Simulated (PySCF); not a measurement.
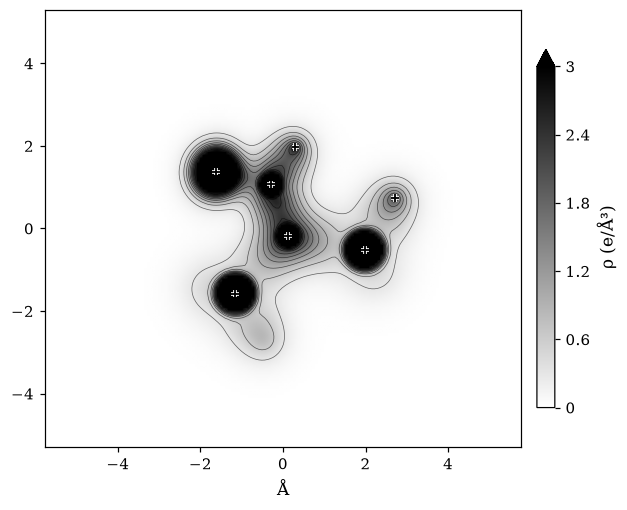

The electron density on a plane through atoms (crosses mark nuclei in the plane).

All numbers below come from CAM-B3LYP/def2-SVPD, SCF density, gas phase (PySCF).

Candidates:
A. C₄H₇Ga
B. C₃H₁₁FSi₃ (SMILES C[SiH2][SiH2]/C([SiH3])=C\F)

### Which candidate gave the map?

Candidate B: C₃H₁₁FSi₃ on the plane of atoms C4, C6 and H18, which holds Si, C, F and H. C–C (1.32 Å): ρ is about 2.4 e/Å³ halfway. C–F (1.36 Å): ρ at the midpoint is about 2.2 e/Å³, with its minimum of 1.6 e/Å³ about 0.5 Å from C.
